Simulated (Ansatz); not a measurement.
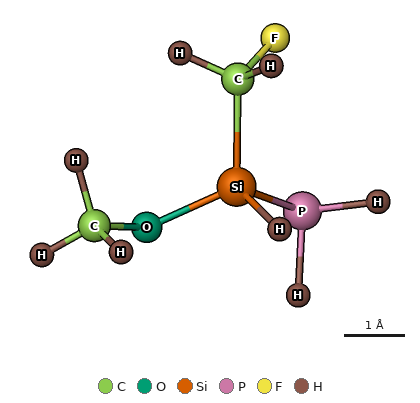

*The structure as given in the input (ball-and-stick view, seen at a tilt).*

**Geometry relaxation, with input and output: C2H8FOPSi (part 1 of 2)**

The run: geometry relaxation of C2H8FOPSi, SMILES CO[SiH](P)CF. Method and program: RKS PBE0-D4/def2-SVP (Ansatz 0.2.0).

It belongs to a series of runs on one base structure; here: end point B relaxed.

### What the program printed
```
The last accepted step is kept in [file] (removed where the run ends without a failure and the disk answers)
Engine: ansatz 0.2.0, aarch64-unknown-linux-gnu
Functional definition: PBE0
  parameter a = 0.25
  parameter kappa = 0.804
  parameter beta = 0.06672455060314922
  exchange = (1 - a)*pbe_x(kappa = kappa, mu = beta*pi^2/3) + a*exact_x
  correlation = pbe_c(beta = beta)
1393 factors; integrals over basis functions are off by at most 3.2e-4 eV
mean field evaluation 1: about -24105.1085 eV, gradient 4.7e1 eV
mean field evaluation 2: about -24102.3244 eV, gradient 6.1e1 eV
mean field evaluation 4: about -24109.6403 eV, gradient 2.4e0 eV
mean field evaluation 8: about -24109.6772 eV, gradient 1.1e-1 eV
mean field evaluation 16: about -24109.6772 eV, gradient 5.4e-6 eV
mean field -24109.67718287 eV, -886.0142943444 hartree, gradient 5.6e-6 eV, S^2 0.000000; 0 other end points of the search recorded, 0 dependent functions left out
the calculation of the forces begins
reference -24109.67721144 eV, -886.0142953943 hartree; 33, 33 occupied and 99, 99 virtual orbitals, 1393 factors
relax step   1: F+E_penalty+E_count = -24109.95940747 eV  Δ(F+E_penalty+E_count) = +0.000e0 eV  max|allowed force component| = 3.831e0 eV/Å  Δτ_max = 0.0000 Å  (27 SCF iters, accepted)
these checks for a lower state are left out or cut short: starts, cluster_reference, orbital_swaps, neighbouring_geometries, increment
1393 factors; integrals over basis functions are off by at most 3.6e-4 eV
mean field -24110.11603636 eV, -886.0304219128 hartree, gradient 2.6e-5 eV, S^2 0.000000; 0 other end points of the search recorded, 0 dependent functions left out
[... from here on the field's lines of each further geometry are left out, up to the last ...]
relax step   2: F+E_penalty+E_count = -24110.39963226 eV  Δ(F+E_penalty+E_count) = -4.402e-1 eV  max|allowed force component| = 1.295e0 eV/Å  Δτ_max = 0.1937 Å  (28 SCF iters, accepted)
relax step   3: F+E_penalty+E_count = -24110.49586523 eV  Δ(F+E_penalty+E_count) = -9.623e-2 eV  max|allowed force component| = 3.914e-1 eV/Å  Δτ_max = 0.1631 Å  (29 SCF iters, accepted)
relax step   4: F+E_penalty+E_count = -24110.51258363 eV  Δ(F+E_penalty+E_count) = -1.672e-2 eV  max|allowed force component| = 2.048e-1 eV/Å  Δτ_max = 0.0544 Å  (29 SCF iters, accepted)
relax step   5: F+E_penalty+E_count = -24110.52057769 eV  Δ(F+E_penalty+E_count) = -7.994e-3 eV  max|allowed force component| = 8.298e-2 eV/Å  Δτ_max = 0.0438 Å  (29 SCF iters, accepted)
relax step   6: F+E_penalty+E_count = -24110.52287056 eV  Δ(F+E_penalty+E_count) = -2.293e-3 eV  max|allowed force component| = 2.303e-1 eV/Å  Δτ_max = 0.2000 Å  (29 SCF iters, accepted)
relax step   7: F+E_penalty+E_count = -24110.52954456 eV  Δ(F+E_penalty+E_count) = -6.674e-3 eV  max|allowed force component| = 1.499e-1 eV/Å  Δτ_max = 0.0708 Å  (29 SCF iters, accepted)
relax step   8: F+E_penalty+E_count = -24110.53116420 eV  Δ(F+E_penalty+E_count) = -1.620e-3 eV  max|allowed force component| = 7.375e-2 eV/Å  Δτ_max = 0.0941 Å  (28 SCF iters, accepted)
relax step   9: F+E_penalty+E_count = -24110.53248709 eV  Δ(F+E_penalty+E_count) = -1.323e-3 eV  max|allowed force component| = 3.881e-2 eV/Å  Δτ_max = 0.0470 Å  (29 SCF iters, accepted)
relax step  10: F+E_penalty+E_count = -24110.53283082 eV  Δ(F+E_penalty+E_count) = -3.437e-4 eV  max|allowed force component| = 2.591e-2 eV/Å  Δτ_max = 0.0190 Å  (29 SCF iters, accepted)
relax step  11: F+E_penalty+E_count = -24110.53331663 eV  Δ(F+E_penalty+E_count) = -4.858e-4 eV  max|allowed force component| = 3.673e-2 eV/Å  Δτ_max = 0.0376 Å  (28 SCF iters, accepted)
relax step  12: F+E_penalty+E_count = -24110.53195755 eV  Δ(F+E_penalty+E_count) = +1.359e-3 eV  max|allowed force component| = 2.642e-1 eV/Å  Δτ_max = 0.1156 Å  (28 SCF iters, rejected (line search))
relax step  13: F+E_penalty+E_count = -24110.53428297 eV  Δ(F+E_penalty+E_count) = -9.663e-4 eV  max|allowed force component| = 6.890e-2 eV/Å  Δτ_max = 0.0513 Å  (28 SCF iters, accepted)
relax step  14: F+E_penalty+E_count = -24110.53663491 eV  Δ(F+E_penalty+E_count) = -2.352e-3 eV  max|allowed force component| = 1.658e-1 eV/Å  Δτ_max = 0.0981 Å  (27 SCF iters, accepted)
relax step  15: F+E_penalty+E_count = -24110.53765694 eV  Δ(F+E_penalty+E_count) = -1.022e-3 eV  max|allowed force component| = 3.069e-1 eV/Å  Δτ_max = 0.0952 Å  (27 SCF iters, accepted)
relax step  16: F+E_penalty+E_count = -24110.54401376 eV  Δ(F+E_penalty+E_count) = -6.357e-3 eV  max|allowed force component| = 2.743e-1 eV/Å  Δτ_max = 0.0822 Å  (29 SCF iters, accepted)
relax step  17: F+E_penalty+E_count = -24110.55940607 eV  Δ(F+E_penalty+E_count) = -1.539e-2 eV  max|allowed force component| = 1.594e-1 eV/Å  Δτ_max = 0.2000 Å  (28 SCF iters, accepted)
relax step  18: F+E_penalty+E_count = -24110.56611503 eV  Δ(F+E_penalty+E_count) = -6.709e-3 eV  max|allowed force component| = 1.154e-1 eV/Å  Δτ_max = 0.1456 Å  (27 SCF iters, accepted)
relax step  19: F+E_penalty+E_count = -24110.55371405 eV  Δ(F+E_penalty+E_count) = +1.240e-2 eV  max|allowed force component| = 6.681e-1 eV/Å  Δτ_max = 0.1952 Å  (29 SCF iters, rejected (line search))
relax step  20: F+E_penalty+E_count = -24110.56877141 eV  Δ(F+E_penalty+E_count) = -2.656e-3 eV  max|allowed force component| = 1.406e-1 eV/Å  Δτ_max = 0.0975 Å  (27 SCF iters, accepted)
relax step  21: F+E_penalty+E_count = -24110.57295960 eV  Δ(F+E_penalty+E_count) = -4.188e-3 eV  max|allowed force component| = 1.043e-1 eV/Å  Δτ_max = 0.0929 Å  (28 SCF iters, accepted)
relax step  22: F+E_penalty+E_count = -24110.57365614 eV  Δ(F+E_penalty+E_count) = -6.965e-4 eV  max|allowed force component| = 8.508e-2 eV/Å  Δτ_max = 0.0523 Å  (28 SCF iters, accepted)
relax step  23: F+E_penalty+E_count = -24110.57403643 eV  Δ(F+E_penalty+E_count) = -3.803e-4 eV  max|allowed force component| = 6.236e-2 eV/Å  Δτ_max = 0.0266 Å  (30 SCF iters, accepted)
relax step  24: F+E_penalty+E_count = -24110.57439862 eV  Δ(F+E_penalty+E_count) = -3.622e-4 eV  max|allowed force component| = 1.933e-2 eV/Å  Δτ_max = 0.0202 Å  (29 SCF iters, accepted)
the calculation of the forces begins
reference -24110.29383486 eV, -886.0369558868 hartree; 33, 33 occupied and 99, 99 virtual orbitals, 1393 factors
relax step  25: F+E_penalty+E_count = -24110.57450018 eV  Δ(F+E_penalty+E_count) = -1.016e-4 eV  max|allowed force component| = 1.217e-2 eV/Å  Δτ_max = 0.0165 Å  (29 SCF iters, accepted)
1393 factors; integrals over basis functions are off by at most 5.3e-4 eV
mean field evaluation 192: about -24110.2731 eV, gradient 4.9e-1 eV
```

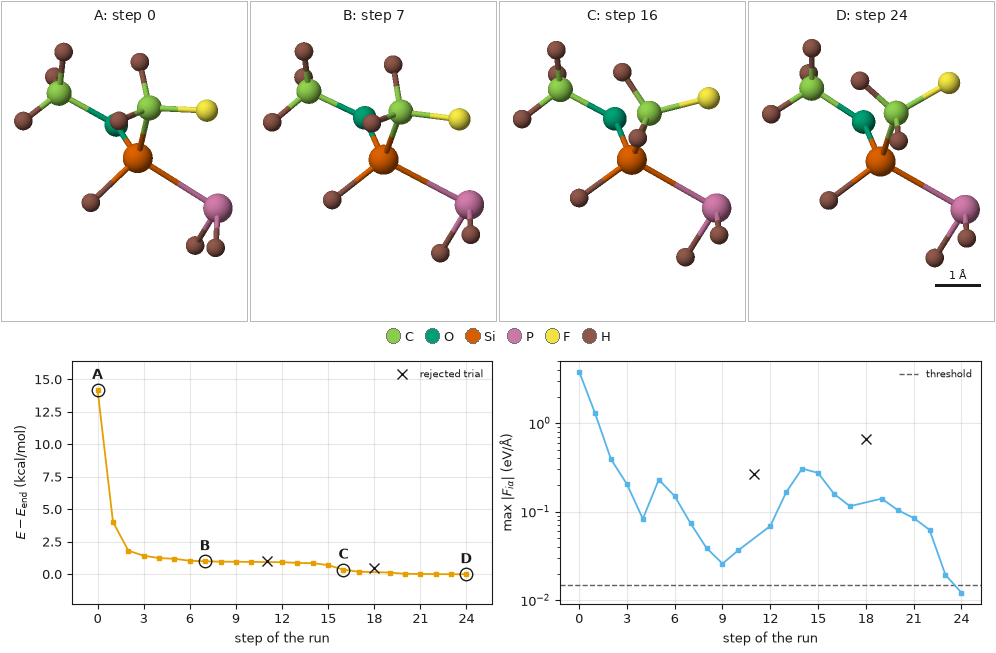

*Frames of the relaxation (ball-and-stick view, seen at a tilt) above the curves, on which the letters mark them (the first geometry is step 0 here and step 1 in the log).*

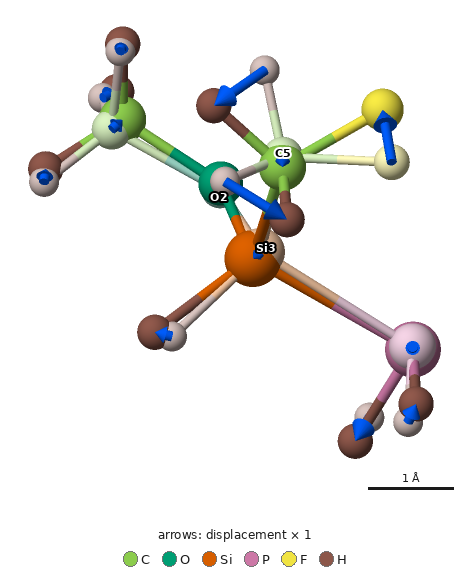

*Start (faint) and end (solid) with the displacements as blue arrows, at true length (ball-and-stick view, seen at a tilt). The two geometries are laid on each other by the best rigid fit.*

Over 24 geometry steps the energy falls by 14.2 kcal/mol. The largest force component goes from 3.8 to 0.012 eV/Å. The line search rejected the trial steps at points 11, 18 (counted from 0) and went back. The atom that moves furthest after the best rigid fit is H13 (0.87 Å). Largest moves by element: H 0.87 Å, F 0.82 Å, C 0.19 Å, P 0.14 Å, Si 0.12 Å, O 0.09 Å. Among the contacts that change: Si3–P4 2.160 → 2.248 Å, P4–H12 1.361 → 1.431 Å, C1–O2 1.470 → 1.400 Å, Si3–C5 1.846 → 1.898 Å. Among the angles that change: P4–Si3–H10 106.2° → 115.6°, Si3–P4–H12 100.3° → 91.9°, C1–O2–Si3 118.8° → 124.9°. (Atoms are counted from 1 in the order of the input.)

```
mean field -24110.29380662 eV, -886.0369548493 hartree, gradient 1.2e-5 eV, S^2 0.000000; 1 other end points of the search recorded, 0 dependent functions left out
the calculation of the forces begins
reference -24110.29383486 eV, -886.0369558868 hartree; 33, 33 occupied and 99, 99 virtual orbitals, 1393 factors
Total energy: -24110.57452841 eV, -886.0472711846 hartree
Atom 0 at    -0.259863    -1.483097     1.699868 Å, force    -0.000566    -0.002166     0.005201 eV/Å
Atom 1 at    -0.782265    -0.937192     0.521230 Å, force     0.002652     0.001496    -0.004618 eV/Å
Atom 2 at     0.082227    -0.029740    -0.571935 Å, force     0.005974    -0.006948    -0.000134 eV/Å
Atom 3 at    -1.332991     0.348592    -2.277626 Å, force    -0.001058     0.009023     0.000521 eV/Å
Atom 4 at     0.604081     1.655555     0.128787 Å, force     0.003770    -0.004042     0.001792 eV/Å
Atom 5 at    -0.490828     2.480231     0.277499 Å, force    -0.012170     0.004568     0.001323 eV/Å
Atom 6 at     0.670209    -2.054379     1.519441 Å, force     0.000047     0.000340    -0.000154 eV/Å
Atom 7 at    -1.002253    -2.171752     2.130992 Å, force     0.001467     0.001131    -0.001200 eV/Å
Atom 8 at    -0.043008    -0.705725     2.455452 Å, force    -0.001381    -0.001193    -0.002636 eV/Å
Atom 9 at     1.349984    -0.753115    -0.927309 Å, force    -0.004606     0.002190     0.003351 eV/Å
Atom 10 at    -1.017708    -0.883992    -2.929240 Å, force    -0.000235    -0.001241     0.002403 eV/Å
Atom 11 at    -0.338206     1.078399    -3.003037 Å, force     0.000777    -0.003150    -0.000414 eV/Å
Atom 12 at     1.333858     2.137802    -0.548780 Å, force     0.004195     0.001152    -0.006624 eV/Å
Atom 13 at     1.109104     1.542772     1.106727 Å, force     0.001133    -0.001160     0.001190 eV/Å
Dipole moment:     0.567304    -0.252105     0.112151 e Å
```

### Trajectory as extended XYZ (Å, eV, eV/Å), 25 frames, from step=1 to step=25
```
14
Properties=species:S:1:pos:R:3:forces:R:3 step=1 energy=-24109.95941
C    -0.0872   -1.5391    1.6435   -1.6105   3.8312  -0.5962
O    -0.8041   -1.0066    0.4762    0.7892  -0.5007   1.2451
Si   -0.0105    0.0465   -0.5386    0.9471  -1.7038  -0.2519
P    -1.2564    0.4598   -2.2536   -2.8020   0.2755   0.1455
C     0.5223    1.6343    0.2376    1.9652   1.1797  -0.4909
F    -0.0564    2.7111   -0.3852   -0.2630   0.3348  -0.3521
H     0.8113   -2.0257    1.3717    1.4198  -0.7017  -0.3941
H    -0.7649   -2.1855    2.1253   -0.9510  -1.2922   0.7462
H     0.0872   -0.6674    2.3788    0.1551  -1.1796  -0.8547
H     1.1984   -0.6689   -1.0620    0.2798  -0.0310   0.2979
H    -1.4027   -0.8802   -2.7058    0.2689  -0.0761   0.0016
H    -0.3140    0.8701   -3.1462    1.2900   0.2913  -0.8427
H     1.6635    1.7623    0.1597   -1.2197  -0.2775   0.0642
H     0.2959    1.7137    1.2806   -0.2688  -0.1499   1.2821
14
Properties=species:S:1:pos:R:3:forces:R:3 step=2 energy=-24110.39963
C    -0.1177   -1.5086    1.6165   -0.8191   1.2945  -0.6660
O    -0.7878   -0.9877    0.4527    0.6325  -0.3657   0.9568
Si    0.0575   -0.0052   -0.5972   -0.3799  -0.3775  -0.0001
P    -1.4115    0.5254   -2.2166    0.2707  -0.2729   0.2844
C     0.5261    1.6389    0.1871    0.8457   0.5532  -0.0135
F    -0.0815    2.6931   -0.4633   -0.0394   0.0370  -0.0888
H     0.8050   -2.0145    1.3347    0.4027  -0.3068   0.0063
H    -0.8065   -2.1946    2.1016   -0.1411  -0.4005   0.2079
H     0.1112   -0.6910    2.3456   -0.0031  -0.3470  -0.2922
H     1.3477   -0.7181   -0.9489   -0.2576   0.0815  -0.1183
H    -1.3995   -0.8461   -2.6326   -0.0170   0.0703  -0.1857
H    -0.2608    0.8647   -2.9806    0.0175   0.0975  -0.3957
H     1.6356    1.7741    0.1324   -0.3915   0.0424   0.0156
H     0.2645    1.6940    1.2506   -0.1203  -0.1061   0.2893
14
Properties=species:S:1:pos:R:3:forces:R:3 step=3 energy=-24110.49587
C    -0.1199   -1.5105    1.6486   -0.3878   0.2553  -0.3914
O    -0.7903   -0.9763    0.5196    0.2743   0.0109   0.2489
Si    0.0311   -0.0033   -0.5622    0.0890  -0.1733  -0.1882
P    -1.3821    0.5024   -2.2506    0.2518  -0.1399  -0.1957
C     0.5445    1.6601    0.2110    0.0828   0.1838   0.0696
F    -0.0837    2.7082   -0.4338    0.0067  -0.0125  -0.0094
H     0.8009   -2.0406    1.3494    0.0258  -0.0922   0.0865
H    -0.8054   -2.2104    2.1481    0.0901  -0.0645   0.0227
H     0.1477   -0.7197    2.3741    0.0204  -0.0399   0.0042
H     1.2943   -0.7260   -0.9648   -0.1377   0.0250   0.0238
H    -1.3785   -0.8451   -2.7475   -0.0319   0.0852   0.0761
H    -0.3036    0.8807   -3.1371   -0.2055  -0.0031   0.2878
H     1.6397    1.8038    0.1412   -0.0524   0.0099  -0.0230
H     0.2875    1.7012    1.2862   -0.0255  -0.0446  -0.0118
14
Properties=species:S:1:pos:R:3:forces:R:3 step=4 energy=-24110.51258
C    -0.1266   -1.5206    1.6501   -0.2048   0.0991  -0.1923
O    -0.7754   -0.9697    0.5266    0.1854   0.0137   0.1656
Si    0.0525   -0.0118   -0.5617   -0.0970   0.0151  -0.1195
P    -1.3771    0.5059   -2.2271    0.1495  -0.1269  -0.0927
C     0.5474    1.6732    0.1936    0.0775   0.0210  -0.0253
F    -0.0934    2.6937   -0.4828    0.0173   0.0080   0.0293
H     0.7874   -2.0703    1.3643    0.0395  -0.0571   0.0215
H    -0.8154   -2.2203    2.1452    0.0116  -0.0287   0.0076
H     0.1542   -0.7454    2.3864    0.0028   0.0057   0.0146
H     1.2927   -0.7486   -0.9747    0.0089  -0.0105   0.0090
H    -1.3706   -0.8341   -2.7381   -0.0082   0.0596   0.0198
H    -0.3031    0.9140   -3.0941   -0.1278  -0.0048   0.1574
H     1.6395    1.8373    0.1317   -0.0382   0.0072   0.0037
H     0.2704    1.7209    1.2627   -0.0164  -0.0015   0.0012
14
Properties=species:S:1:pos:R:3:forces:R:3 step=5 energy=-24110.52058
C    -0.1312   -1.5254    1.6504   -0.0261  -0.0473   0.0257
O    -0.7629   -0.9560    0.5370    0.0722   0.0479   0.0043
Si    0.0606   -0.0121   -0.5653   -0.0830   0.0516  -0.0049
P    -1.3818    0.4903   -2.2153   -0.0016  -0.0631  -0.0009
C     0.5541    1.6824    0.1811   -0.0072  -0.0284  -0.0513
F    -0.0882    2.6946   -0.5067    0.0147   0.0212   0.0175
H     0.7781   -2.0909    1.3715    0.0013   0.0034  -0.0077
H    -0.8261   -2.2256    2.1379   -0.0157   0.0051  -0.0019
H     0.1588   -0.7644    2.3990   -0.0039   0.0023   0.0060
H     1.2942   -0.7554   -0.9774    0.0457  -0.0232  -0.0056
H    -1.3632   -0.8376   -2.7497    0.0283   0.0206   0.0053
H    -0.3142    0.9352   -3.0575   -0.0241   0.0254   0.0101
H     1.6437    1.8578    0.1313   -0.0011  -0.0139   0.0027
H     0.2605    1.7314    1.2459    0.0005  -0.0015   0.0007
14
Properties=species:S:1:pos:R:3:forces:R:3 step=6 energy=-24110.52287
C    -0.1424   -1.5445    1.6760    0.1594  -0.0775   0.1390
O    -0.7450   -0.9195    0.5834   -0.0563   0.0202  -0.1308
Si    0.0576   -0.0209   -0.5689    0.0350   0.1596   0.1805
P    -1.4201    0.4400   -2.1844    0.0885  -0.2228  -0.2045
C     0.5613    1.6903    0.1299    0.0062   0.0065   0.0355
F    -0.0603    2.7049   -0.5743    0.0029  -0.0529  -0.0124
H     0.7541   -2.1305    1.3887   -0.0555   0.0483  -0.0125
H    -0.8585   -2.2413    2.1402   -0.0169   0.0433  -0.0310
H     0.1678   -0.8158    2.4506   -0.0232  -0.0370  -0.0247
H     1.2822   -0.7827   -0.9813    0.0045  -0.0069  -0.0100
H    -1.2022   -0.8541   -2.7808   -0.0860   0.2303  -0.0206
H    -0.4161    1.0897   -2.9816   -0.0927  -0.1091   0.0949
H     1.6527    1.8545    0.0947    0.0130  -0.0097   0.0029
H     0.2512    1.7543    1.1899    0.0210   0.0075  -0.0063
14
Properties=species:S:1:pos:R:3:forces:R:3 step=7 energy=-24110.52955
C    -0.1374   -1.5393    1.6738    0.0378  -0.0235   0.0183
O    -0.7508   -0.9277    0.5744    0.0171   0.0092  -0.0149
Si    0.0560   -0.0134   -0.5628   -0.0093  -0.0398   0.0553
P    -1.4158    0.4365   -2.1961    0.0860  -0.0718  -0.1499
C     0.5613    1.6906    0.1473   -0.0252   0.0238  -0.0092
F    -0.0641    2.7064   -0.5511    0.0074  -0.0221   0.0001
H     0.7645   -2.1137    1.3850   -0.0323   0.0162   0.0015
H    -0.8487   -2.2389    2.1399    0.0025   0.0193  -0.0174
H     0.1629   -0.8029    2.4433   -0.0089  -0.0113  -0.0053
H     1.2863   -0.7692   -0.9748   -0.0031   0.0081   0.0057
H    -1.2614   -0.8495   -2.8193    0.0013   0.1275   0.0795
H    -0.3853    1.0412   -2.9907   -0.0946  -0.0253   0.0488
H     1.6531    1.8509    0.1030    0.0103  -0.0067  -0.0009
H     0.2617    1.7534    1.2104    0.0111  -0.0033  -0.0115
14
Properties=species:S:1:pos:R:3:forces:R:3 step=8 energy=-24110.53116
C    -0.1433   -1.5498    1.6813   -0.0252  -0.0321   0.0159
O    -0.7741   -0.8930    0.6172    0.0737  -0.0284  -0.0126
Si    0.0417   -0.0154   -0.5415   -0.0159   0.0252  -0.0265
P    -1.4283    0.3978   -2.1892    0.0132   0.0366   0.0122
C     0.5677    1.7000    0.1220    0.0148  -0.0058   0.0078
F    -0.0492    2.7052   -0.5961   -0.0219   0.0170  -0.0036
H     0.7563   -2.1060    1.3558   -0.0038   0.0072   0.0043
H    -0.8453   -2.2736    2.1238   -0.0002   0.0203  -0.0059
H     0.1607   -0.8449    2.4770    0.0059  -0.0030   0.0115
H     1.2700   -0.7858   -0.9346   -0.0275  -0.0183   0.0194
H    -1.1752   -0.8454   -2.8457    0.0005  -0.0285  -0.0091
H    -0.4376    1.1013   -2.9408   -0.0040   0.0070  -0.0121
H     1.6616    1.8461    0.0675   -0.0056  -0.0144  -0.0048
H     0.2775    1.7878    1.1853   -0.0043   0.0171   0.0035
14
Properties=species:S:1:pos:R:3:forces:R:3 step=9 energy=-24110.53249
C    -0.1479   -1.5672    1.6850    0.0140   0.0181  -0.0066
O    -0.7581   -0.8937    0.6199    0.0043  -0.0074   0.0129
Si    0.0514   -0.0097   -0.5367    0.0184  -0.0221   0.0317
P    -1.4166    0.4070   -2.1811   -0.0176   0.0082  -0.0388
C     0.5659    1.7146    0.1120   -0.0019   0.0064   0.0048
F    -0.0819    2.7067   -0.5991    0.0003   0.0007   0.0072
H     0.7431   -2.1388    1.3624   -0.0092   0.0044   0.0051
H    -0.8679   -2.2774    2.1192   -0.0068   0.0009  -0.0003
H     0.1655   -0.8722    2.4867   -0.0044  -0.0127  -0.0089
H     1.2814   -0.7827   -0.9174   -0.0051   0.0069  -0.0071
H    -1.1840   -0.8424   -2.8359    0.0027  -0.0073   0.0051
H    -0.4243    1.0978   -2.9428   -0.0057   0.0017  -0.0031
H     1.6560    1.8721    0.0288    0.0070   0.0057  -0.0019
H     0.2998    1.8102    1.1810    0.0041  -0.0035  -0.0001
```
